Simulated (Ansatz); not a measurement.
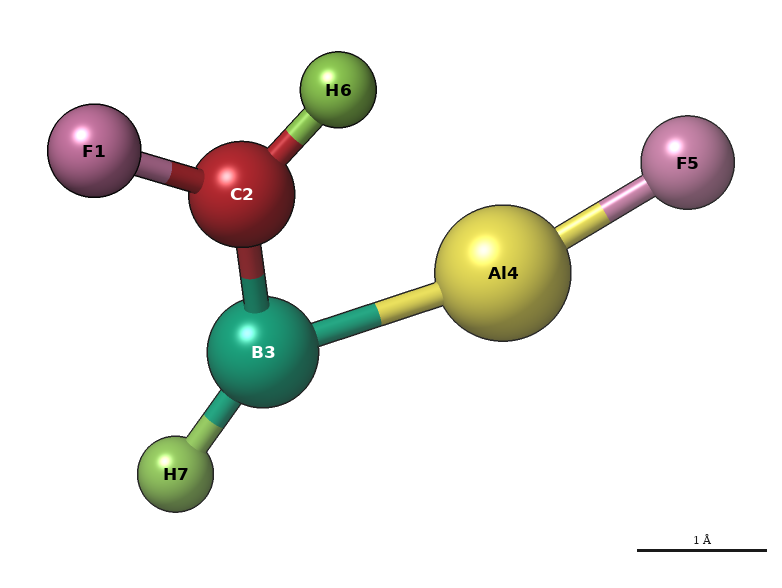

Orthographic view with a scale bar. The geometry was computed by an optimisation with PBE-D4/def2-SVP. No frequency run is at hand to confirm it as a minimum.

Write Cartesian coordinates in Å in the frame of the picture: x to the right, y up, z towards the viewer, origin at the mean of the atomic positions.

```xyz
7
CH2AlBF2
F   -1.82   0.71   1.12
C   -0.68   0.37   0.48
B   -0.51  -0.85  -0.31
Al   1.35  -0.24  -0.66
F    2.79   0.62  -0.70
H    0.07   1.19   0.67
H   -1.19  -1.80  -0.61
```
